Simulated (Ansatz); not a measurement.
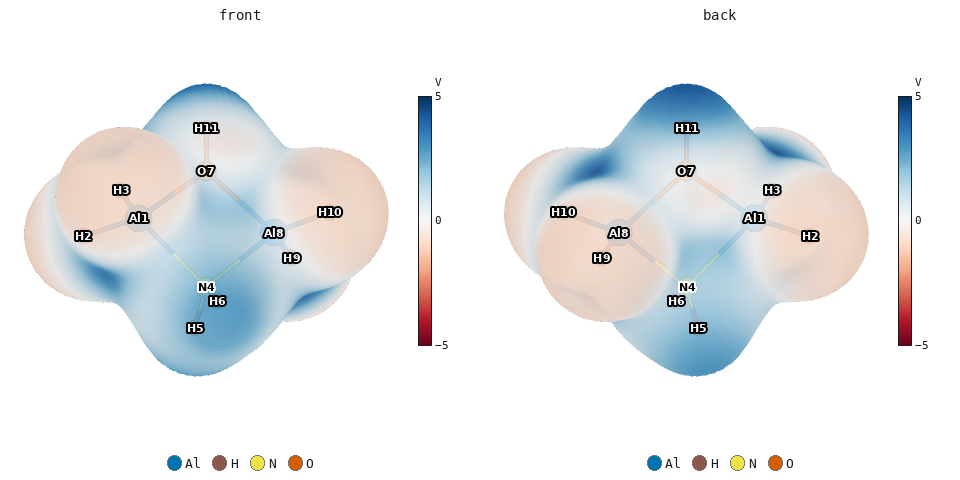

Figure 1: Al₂H₇NO. The electrostatic potential painted on the density surface at 0.004 e/bohr³, seen from the front and from behind; red is negative and blue positive.

Level of theory: Ansatz, RHF/6-31G*.

Input

```
crystal:
  periodic: [false, false, false]
  atoms:
    - { symbol: Al, position_ang: [0.089798, -0.138518, -0.08367] }
    - { symbol: H, position_ang: [-0.070505, -0.349333, 1.459246] }
    - { symbol: H, position_ang: [1.280831, -0.495205, -1.041079] }
    - { symbol: "N", position_ang: [-1.443975, 0.685673, -0.781786] }
    - { symbol: H, position_ang: [-2.292782, 0.161575, -0.672098] }
    - { symbol: H, position_ang: [-1.385407, 0.96951, -1.741464] }
    - { symbol: O, position_ang: [-0.499208, 2.244796, 1.555246] }
    - { symbol: Al, position_ang: [-1.827174, 2.394261, 0.417802] }
    - { symbol: H, position_ang: [-3.282495, 1.996324, 0.961031] }
    - { symbol: H, position_ang: [-1.662409, 3.596123, -0.615873] }
    - { symbol: H, position_ang: [-0.451174, 1.402894, 2.041146] }
basis:
  gaussian: { orbitals: "6-31G*" }
hamiltonian:
  xc: hf
relax:
  f_tol: 0.03
  max_steps: 50
output:
  orbitals: {}
```

Launched as:

```sh
ansatz run input.yaml --threads 1 --pin off --max-ram 2048MiB --backend cpu --events-out ev --progress --plain --runs-dir out
```

The fields are those of the run's last geometry, not of the input's.

Describe the electrostatic potential map.

Answer. The most negative region (about −0.9 V) lies over H2, H3, H9 and H10, the most positive (about +4.2 V) over Al1, Al8 and H11.
